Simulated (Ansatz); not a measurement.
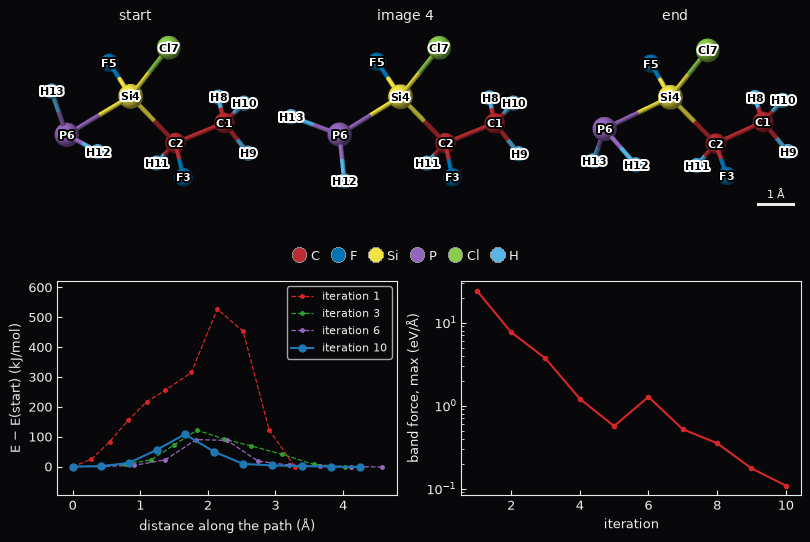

NEB run on C₂H₆ClF₂PSi. Images are numbered from 0 (start) to 10 (end). The plot follows the band through its iterations. The picture is a ball-and-stick view, seen at a tilt.

Method: RKS B3LYP-D4/cc-pVDZ in Ansatz. Settings: 9 movable images; climbing image; force threshold 0.03 eV/Å; iteration limit 10; starting path through a guess of the saddle point.

Did the band converge, and can the barrier be trusted?

The result isn't final. The band hadn't converged when the run stopped after 10 iterations. The largest component of the band force went from 24 to 0.11 eV/Å. The barrier read from it is provisional: over the last two iterations the highest image moved from 110.1 kJ/mol to 108.2 kJ/mol. The iteration limit was low. The first iteration put the highest image at 527.2 kJ/mol. The energy climbs by 108.2 kJ/mol to image 4 and then falls by 109.3 kJ/mol, so the end point sits at −1.1 kJ/mol.

Cost: 3.3 min on 2 threads of AMD EPYC 9R45 96-Core Processor (Zen 5), on a shared host, peak memory 0.48 GiB.
